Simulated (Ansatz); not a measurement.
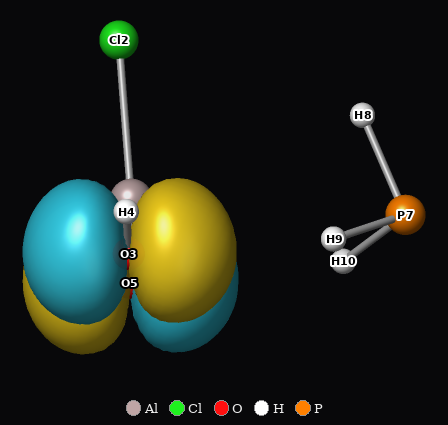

The picture shows: AlClH2O2···PH3. The HOMO−1 at ±0.1 Å⁻³ᐟ² (yellow and cyan are the two phases), seen from one side.

Level of theory: RKS revPBE/def2-SVP (Ansatz).

| atom | x (Å) | y (Å) | z (Å) |
| --- | --- | --- | --- |
| Al | 0.1002 | -0.3498 | 0.0590 |
| Cl | 0.4766 | -1.2956 | 1.9285 |
| O | 1.3694 | -0.0179 | -1.0528 |
| H | 2.2935 | -0.2041 | -0.8229 |
| O | -1.4994 | -0.0473 | -0.4911 |
| H | -2.2664 | -0.2622 | 0.0627 |
| P | 0.3266 | 3.0705 | 1.1996 |
| H | 0.4880 | 2.0488 | 2.2053 |
| H | 1.1656 | 2.3785 | 0.2507 |
| H | -0.8763 | 2.4728 | 0.6737 |

Where does this orbital lie, and at what energy?

Answer. By Hirshfeld shares it lies mainly on O5 (about 45 %) and O3 (about 40 %); largely a combination of lone pairs on O5 and O3. Its energy is −7.13 eV.
